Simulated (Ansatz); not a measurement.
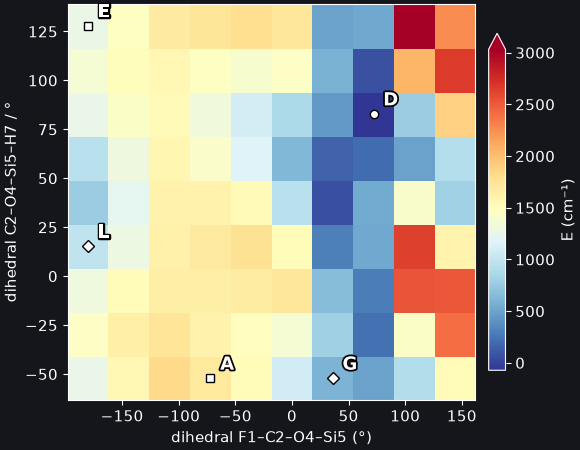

CH₄ClFOSi, SMILES FC(Cl)O[SiH3]. 
- First axis: dihedral F1–C2–O4–Si5. Second axis: dihedral C2–O4–Si5–H7.
- Nothing is relaxed (all other coordinates rigid).
- The scan uses a 10 × 9 grid.
- Points are written as (first, second).
- Energies are in cm⁻¹, from the relaxed molecule at the same level.
- Energies and slopes of some neighbouring points disagree (a jump in structure or state, or too coarse a mesh).
- Theory: Ansatz, RKS PBE-D4/def2-SVP.

In the figure: one coloured cell a grid point, one colour for all values above the top of the scale, lettered points.

Q: Rank the lettered points by energy, lowest first.

A: D (−72 cm⁻¹), G (606 cm⁻¹), L (981 cm⁻¹), E (1269 cm⁻¹), A (1701 cm⁻¹).
